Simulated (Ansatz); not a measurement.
# SO+ (quartet): B2PLYP, PBE-QIDH over a scan of the distance O1–S2, 6-31G, part 2 of 2

Ansatz 0.2.0, Gaussian basis; 6-31G, all electrons in the functionals, frozen cores in the correlation of double hybrids and RPA.

**15. PBE-QIDH, 1.643 Å**

File in.yaml:

```yaml
crystal:
  periodic: [false, false, false]
  atoms:
    - {symbol: O, position_ang: [0.000000, 0.000000, 0.000000]}
    - {symbol: S, position_ang: [0.000000, 0.000000, 1.642500]}
basis:
  gaussian: {orbitals: 6-31G}
total_charge: 1
magnetization: {spin_polarized: true, initial_magnetization: 3}
hamiltonian: {xc: {name: PBE-QIDH}}
correlation: {electrons: outside_noble_gas}
```

Command:

```
$ ansatz run in.yaml --threads 1 --pin off --events-out ev --progress --plain --max-ram 2393MiB
```

Log, shortened:

```text
Functional definition: PBE-QIDH
  name "PBE-QIDH"
  cite "Brémond, Sancho-García, Pérez-Jiménez & Adamo, J. Chem. Phys. 141, 031101 (2014) doi:10.1063/1.4890314"
  cite "Perdew, Burke & Ernzerhof, Phys. Rev. Lett. 77, 3865 (1996) doi:10.1103/PhysRevLett.77.3865"
[...]
220 factors; integrals over basis functions are off by at most 1.8e-4 eV
[...]
mean field -12853.40773734 eV, -472.3540219945 hartree, gradient 4.1e-6 eV, S^2 3.760507; 3 other end points of the search recorded, 0 dependent functions left out
6 core orbitals not correlated: weight in the atoms' cores, before any rotation towards them, 1.000 or more for the frozen orbitals, at most 0.000 for the correlated occupied ones
reference -12853.40774317 eV, -472.3540222087 hartree; 7, 4 occupied and 9, 12 virtual orbitals, 220 factors
second order -3.95465396 eV of doubles, -0.00000000 eV of singles
Total energy: -12854.72596115 eV, -472.4024658262 hartree
```

Run time: 1.9 s. Hardware: 1 thread of Arm Neoverse V1, shared host.

From the report: ⟨S²⟩ of the determinant 3.761 (pure quartet: 3.75).

**16. PBE-QIDH, 1.818 Å**

in.yaml, as its differences from that of step 15:

```diff
@@ -4,3 +4,3 @@
     - {symbol: O, position_ang: [0.000000, 0.000000, 0.000000]}
-    - {symbol: S, position_ang: [0.000000, 0.000000, 1.642500]}
+    - {symbol: S, position_ang: [0.000000, 0.000000, 1.818000]}
 basis:
```

The command is unchanged.

Log, shortened:

```text
Functional definition: PBE-QIDH
  name "PBE-QIDH"
  cite "Brémond, Sancho-García, Pérez-Jiménez & Adamo, J. Chem. Phys. 141, 031101 (2014) doi:10.1063/1.4890314"
  cite "Perdew, Burke & Ernzerhof, Phys. Rev. Lett. 77, 3865 (1996) doi:10.1103/PhysRevLett.77.3865"
[...]
218 factors; integrals over basis functions are off by at most 1.9e-4 eV
[...]
mean field -12853.60750814 eV, -472.3613634362 hartree, gradient 6.6e-6 eV, S^2 3.757589; 2 other end points of the search recorded, 0 dependent functions left out
6 core orbitals not correlated: weight in the atoms' cores, before any rotation towards them, 1.000 or more for the frozen orbitals, at most 0.000 for the correlated occupied ones
reference -12853.60751414 eV, -472.3613636566 hartree; 7, 4 occupied and 9, 12 virtual orbitals, 218 factors
second order -4.24284522 eV of doubles, -0.00000000 eV of singles
Total energy: -12855.02179588 eV, -472.4133375519 hartree
```

Wall time 1 s (1 thread of Arm Neoverse V1, shared host).

From the report: ⟨S²⟩ of the determinant 3.758 (pure quartet: 3.75).

From 1.643 Å: -28.5 kJ/mol.

**17. PBE-QIDH, 1.989 Å**

in.yaml, as its differences from that of step 16:

```diff
@@ -4,3 +4,3 @@
     - {symbol: O, position_ang: [0.000000, 0.000000, 0.000000]}
-    - {symbol: S, position_ang: [0.000000, 0.000000, 1.818000]}
+    - {symbol: S, position_ang: [0.000000, 0.000000, 1.989000]}
 basis:
```

Same command.

Log, shortened:

```text
Functional definition: PBE-QIDH
  name "PBE-QIDH"
  cite "Brémond, Sancho-García, Pérez-Jiménez & Adamo, J. Chem. Phys. 141, 031101 (2014) doi:10.1063/1.4890314"
  cite "Perdew, Burke & Ernzerhof, Phys. Rev. Lett. 77, 3865 (1996) doi:10.1103/PhysRevLett.77.3865"
[...]
219 factors; integrals over basis functions are off by at most 1.9e-4 eV
[...]
mean field -12853.34009699 eV, -472.3515362575 hartree, gradient 7.9e-6 eV, S^2 4.036858; 14 other end points of the search recorded, 0 dependent functions left out
6 core orbitals not correlated: weight in the atoms' cores, before any rotation towards them, 1.000 or more for the frozen orbitals, at most 0.000 for the correlated occupied ones
reference -12853.34010328 eV, -472.3515364886 hartree; 7, 4 occupied and 9, 12 virtual orbitals, 219 factors
second order -3.31156985 eV of doubles, -0.00000000 eV of singles
Total energy: -12854.44395989 eV, -472.3921024710 hartree
```

Wall time 3.1 s (1 thread of Arm Neoverse V1, shared host).

From the report: ⟨S²⟩ of the determinant 4.037 (pure quartet: 3.75).

From 1.643 Å: +27.2 kJ/mol.

**18. PBE-QIDH, 2.314 Å**

in.yaml, as its differences from that of step 17:

```diff
@@ -4,3 +4,3 @@
     - {symbol: O, position_ang: [0.000000, 0.000000, 0.000000]}
-    - {symbol: S, position_ang: [0.000000, 0.000000, 1.989000]}
+    - {symbol: S, position_ang: [0.000000, 0.000000, 2.314000]}
 basis:
```

Same command.

Log, shortened:

```text
Functional definition: PBE-QIDH
  name "PBE-QIDH"
  cite "Brémond, Sancho-García, Pérez-Jiménez & Adamo, J. Chem. Phys. 141, 031101 (2014) doi:10.1063/1.4890314"
  cite "Perdew, Burke & Ernzerhof, Phys. Rev. Lett. 77, 3865 (1996) doi:10.1103/PhysRevLett.77.3865"
[...]
218 factors; integrals over basis functions are off by at most 2.1e-4 eV
[...]
mean field -12853.16898215 eV, -472.3452479032 hartree, gradient 2.2e-6 eV, S^2 4.503723; 16 other end points of the search recorded, 0 dependent functions left out
6 core orbitals not correlated: weight in the atoms' cores, before any rotation towards them, 1.000 or more for the frozen orbitals, at most 0.000 for the correlated occupied ones
reference -12853.16898894 eV, -472.3452481527 hartree; 7, 4 occupied and 9, 12 virtual orbitals, 218 factors
second order -2.21938461 eV of doubles, -0.00000000 eV of singles
Total energy: -12853.90878381 eV, -472.3724351126 hartree
```

Wall time 6 s (1 thread of Arm Neoverse V1, shared host).

From the report: ⟨S²⟩ of the determinant 4.504 (pure quartet: 3.75). The determinant of PBE-QIDH (⟨S²⟩ 4.50) is far from a pure spin state, so its energy mixes those of several spin states; that is harmless only where they are near-degenerate.

From 1.643 Å: +78.8 kJ/mol.

**19. PBE-QIDH, 2.688 Å**

in.yaml, as its differences from that of step 18:

```diff
@@ -4,3 +4,3 @@
     - {symbol: O, position_ang: [0.000000, 0.000000, 0.000000]}
-    - {symbol: S, position_ang: [0.000000, 0.000000, 2.314000]}
+    - {symbol: S, position_ang: [0.000000, 0.000000, 2.688000]}
 basis:
```

Launched as before.

Log, shortened:

```text
Functional definition: PBE-QIDH
  name "PBE-QIDH"
  cite "Brémond, Sancho-García, Pérez-Jiménez & Adamo, J. Chem. Phys. 141, 031101 (2014) doi:10.1063/1.4890314"
  cite "Perdew, Burke & Ernzerhof, Phys. Rev. Lett. 77, 3865 (1996) doi:10.1103/PhysRevLett.77.3865"
[...]
218 factors; integrals over basis functions are off by at most 2.2e-4 eV
[...]
mean field -12853.21297852 eV, -472.3468647398 hartree, gradient 1.9e-6 eV, S^2 4.748701; 14 other end points of the search recorded, 0 dependent functions left out
6 core orbitals not correlated: weight in the atoms' cores, before any rotation towards them, 1.000 or more for the frozen orbitals, at most 0.000 for the correlated occupied ones
reference -12853.21298500 eV, -472.3468649781 hartree; 7, 4 occupied and 9, 12 virtual orbitals, 218 factors
second order -1.96015883 eV of doubles, -0.00000000 eV of singles
Total energy: -12853.86637128 eV, -472.3708764809 hartree
```

It took 6 s on 1 thread of Arm Neoverse V1, shared host.

From the report: ⟨S²⟩ of the determinant 4.749 (pure quartet: 3.75). The determinant of PBE-QIDH (⟨S²⟩ 4.75) is far from a pure spin state, so its energy mixes those of several spin states; that is harmless only where they are near-degenerate.

From 1.643 Å: +82.9 kJ/mol.

**20. PBE-QIDH, 3.035 Å**

in.yaml, as its differences from that of step 19:

```diff
@@ -4,3 +4,3 @@
     - {symbol: O, position_ang: [0.000000, 0.000000, 0.000000]}
-    - {symbol: S, position_ang: [0.000000, 0.000000, 2.688000]}
+    - {symbol: S, position_ang: [0.000000, 0.000000, 3.035000]}
 basis:
```

The command is unchanged.

Log, shortened:

```text
Functional definition: PBE-QIDH
  name "PBE-QIDH"
  cite "Brémond, Sancho-García, Pérez-Jiménez & Adamo, J. Chem. Phys. 141, 031101 (2014) doi:10.1063/1.4890314"
  cite "Perdew, Burke & Ernzerhof, Phys. Rev. Lett. 77, 3865 (1996) doi:10.1103/PhysRevLett.77.3865"
[...]
215 factors; integrals over basis functions are off by at most 2.6e-4 eV
[...]
mean field -12853.20818770 eV, -472.3466886807 hartree, gradient 1.8e-6 eV, S^2 4.750171; 25 other end points of the search recorded, 0 dependent functions left out
6 core orbitals not correlated: weight in the atoms' cores, before any rotation towards them, 1.000 or more for the frozen orbitals, at most 0.000 for the correlated occupied ones
reference -12853.20819435 eV, -472.3466889250 hartree; 7, 4 occupied and 9, 12 virtual orbitals, 215 factors
second order -1.90539701 eV of doubles, -0.00000000 eV of singles
Total energy: -12853.84332669 eV, -472.3700296078 hartree
```

It took 7 s on 1 thread of Arm Neoverse V1, shared host.

From the report: ⟨S²⟩ of the determinant 4.750 (pure quartet: 3.75). The determinant of PBE-QIDH (⟨S²⟩ 4.75) is far from a pure spin state, so its energy mixes those of several spin states; that is harmless only where they are near-degenerate.

From 1.643 Å: +85.2 kJ/mol.

**21. PBE-QIDH, 3.589 Å**

in.yaml, as its differences from that of step 20:

```diff
@@ -4,3 +4,3 @@
     - {symbol: O, position_ang: [0.000000, 0.000000, 0.000000]}
-    - {symbol: S, position_ang: [0.000000, 0.000000, 3.035000]}
+    - {symbol: S, position_ang: [0.000000, 0.000000, 3.589000]}
 basis:
```

Same command.

Log, shortened:

```text
Functional definition: PBE-QIDH
  name "PBE-QIDH"
  cite "Brémond, Sancho-García, Pérez-Jiménez & Adamo, J. Chem. Phys. 141, 031101 (2014) doi:10.1063/1.4890314"
  cite "Perdew, Burke & Ernzerhof, Phys. Rev. Lett. 77, 3865 (1996) doi:10.1103/PhysRevLett.77.3865"
[...]
215 factors; integrals over basis functions are off by at most 4.3e-4 eV
[...]
mean field -12853.13155928 eV, -472.3438726381 hartree, gradient 2.2e-6 eV, S^2 4.750431; 23 other end points of the search recorded, 0 dependent functions left out
6 core orbitals not correlated: weight in the atoms' cores, before any rotation towards them, 1.000 or more for the frozen orbitals, at most 0.000 for the correlated occupied ones
reference -12853.13156641 eV, -472.3438729001 hartree; 7, 4 occupied and 9, 12 virtual orbitals, 215 factors
second order -1.85306781 eV of doubles, -0.00000000 eV of singles
Total energy: -12853.74925568 eV, -472.3665725620 hartree
```

Wall time 8.5 s (1 thread of Arm Neoverse V1, shared host).

From the report: ⟨S²⟩ of the determinant 4.750 (pure quartet: 3.75). The determinant of PBE-QIDH (⟨S²⟩ 4.75) is far from a pure spin state, so its energy mixes those of several spin states; that is harmless only where they are near-degenerate.

From 1.643 Å: +94.2 kJ/mol.

**22. PBE-QIDH, 4.409 Å**

in.yaml, as its differences from that of step 21:

```diff
@@ -4,3 +4,3 @@
     - {symbol: O, position_ang: [0.000000, 0.000000, 0.000000]}
-    - {symbol: S, position_ang: [0.000000, 0.000000, 3.589000]}
+    - {symbol: S, position_ang: [0.000000, 0.000000, 4.409000]}
 basis:
```

The command is unchanged.

Log, shortened:

```text
Functional definition: PBE-QIDH
  name "PBE-QIDH"
  cite "Brémond, Sancho-García, Pérez-Jiménez & Adamo, J. Chem. Phys. 141, 031101 (2014) doi:10.1063/1.4890314"
  cite "Perdew, Burke & Ernzerhof, Phys. Rev. Lett. 77, 3865 (1996) doi:10.1103/PhysRevLett.77.3865"
[...]
215 factors; integrals over basis functions are off by at most 2.5e-4 eV
[...]
mean field -12853.05963345 eV, -472.3412294125 hartree, gradient 9.1e-6 eV, S^2 4.750449; 14 other end points of the search recorded, 0 dependent functions left out
6 core orbitals not correlated: weight in the atoms' cores, before any rotation towards them, 1.000 or more for the frozen orbitals, at most 0.000 for the correlated occupied ones
reference -12853.05964113 eV, -472.3412296947 hartree; 7, 4 occupied and 9, 12 virtual orbitals, 215 factors
second order -1.82847226 eV of doubles, -0.00000000 eV of singles
Total energy: -12853.66913188 eV, -472.3636280668 hartree
```

It took 12 s on 1 thread of Arm Neoverse V1, shared host.

From the report: ⟨S²⟩ of the determinant 4.750 (pure quartet: 3.75). The determinant of PBE-QIDH (⟨S²⟩ 4.75) is far from a pure spin state, so its energy mixes those of several spin states; that is harmless only where they are near-degenerate.

From 1.643 Å: +102.0 kJ/mol.

**23. PBE-QIDH, 5.611 Å**

in.yaml, as its differences from that of step 22:

```diff
@@ -4,3 +4,3 @@
     - {symbol: O, position_ang: [0.000000, 0.000000, 0.000000]}
-    - {symbol: S, position_ang: [0.000000, 0.000000, 4.409000]}
+    - {symbol: S, position_ang: [0.000000, 0.000000, 5.611000]}
 basis:
```

Same command.

Log, shortened:

```text
Functional definition: PBE-QIDH
  name "PBE-QIDH"
  cite "Brémond, Sancho-García, Pérez-Jiménez & Adamo, J. Chem. Phys. 141, 031101 (2014) doi:10.1063/1.4890314"
  cite "Perdew, Burke & Ernzerhof, Phys. Rev. Lett. 77, 3865 (1996) doi:10.1103/PhysRevLett.77.3865"
[...]
215 factors; integrals over basis functions are off by at most 2.1e-4 eV
[...]
mean field -12853.03163120 eV, -472.3402003489 hartree, gradient 9.3e-6 eV, S^2 4.750448; 13 other end points of the search recorded, 0 dependent functions left out
6 core orbitals not correlated: weight in the atoms' cores, before any rotation towards them, 1.000 or more for the frozen orbitals, at most 0.000 for the correlated occupied ones
reference -12853.03163942 eV, -472.3402006510 hartree; 7, 4 occupied and 9, 12 virtual orbitals, 215 factors
second order -1.82515760 eV of doubles, -0.00000000 eV of singles
Total energy: -12853.64002529 eV, -472.3625584192 hartree
```

Run time: 8.5 s. Hardware: 1 thread of Arm Neoverse V1, shared host.

From the report: ⟨S²⟩ of the determinant 4.750 (pure quartet: 3.75). The determinant of PBE-QIDH (⟨S²⟩ 4.75) is far from a pure spin state, so its energy mixes those of several spin states; that is harmless only where they are near-degenerate.

From 1.643 Å: +104.8 kJ/mol.

**24. The comparison**

The yardstick is full CI for this spin, exact in this basis with these frozen cores. It comes from earlier runs at the same points. Energies in kJ/mol, counted from 1.643 Å; blanks weren't run or aren't comparable.

| level | 1.284 Å | 1.513 Å | 1.643 Å | 1.818 Å | 1.989 Å | 2.314 Å | 2.688 Å | 3.035 Å | 3.589 Å | 4.409 Å | 5.611 Å |
| --- | --- | --- | --- | --- | --- | --- | --- | --- | --- | --- | --- |
| FCI | 666.0 | 126.5 | 0.0 | -58.4 | -57.0 | -22.0 | -25.4 | -27.8 | -20.8 | -13.0 | -10.1 |
| B2PLYP | 633.4 | 117.7 | 0.0 | -42.3 | -2.5 | 89.8 | 99.0 | 108.2 | 121.4 | 131.7 | 134.8 |
| PBE-QIDH | 635.6 | 109.4 | 0.0 | -28.5 | 27.2 | 78.8 | 82.9 | 85.2 | 94.2 | 102.0 | 104.8 |

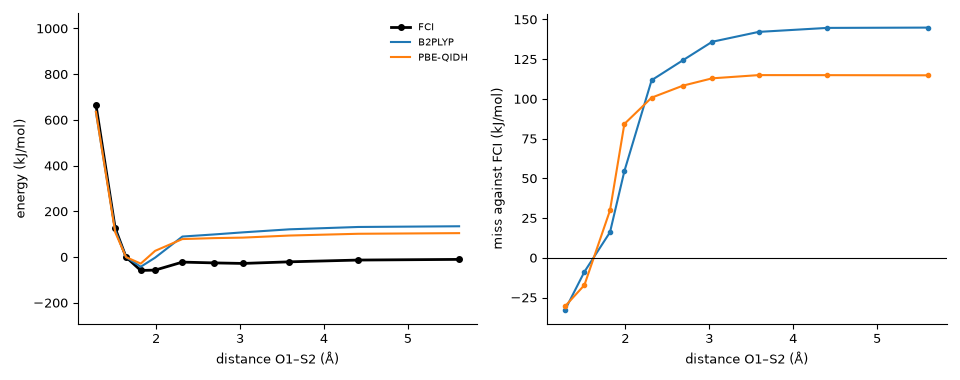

Left: the curves (the axis may cut off levels that run far away). Right: misses against FCI, in the same colours.

Largest miss and mean time a point (FCI took 3.8 min a point; shared hosts):

| level | largest miss (kJ/mol) | where | time a point |
| --- | --- | --- | --- |
| B2PLYP | +144.9 | 5.611 Å | 4.7 s |
| PBE-QIDH | +115.0 | 3.589 Å | 5.3 s |

**25. What came out**

The summary covers parts 1 to 2.

```
              quantity                    value
 span of the FCI curve             724.4 kJ/mol
  largest miss, B2PLYP  +144.9 kJ/mol (5.611 Å)
largest miss, PBE-QIDH  +115.0 kJ/mol (3.589 Å)
```

What this shows: Of the functionals, PBE-QIDH keep the smallest largest miss at the points compared (at most 115.0 kJ/mol) and B2PLYP strays most (144.9 kJ/mol, at 5.611 Å). B2PLYP, PBE-QIDH clearly break the spin symmetry at some points (⟨S²⟩ up to 1.00 above the pure value), so energy there is bought with a mixed spin. Functionals and the yardstick converge differently with the basis, so part of each miss in 6-31G is the basis.
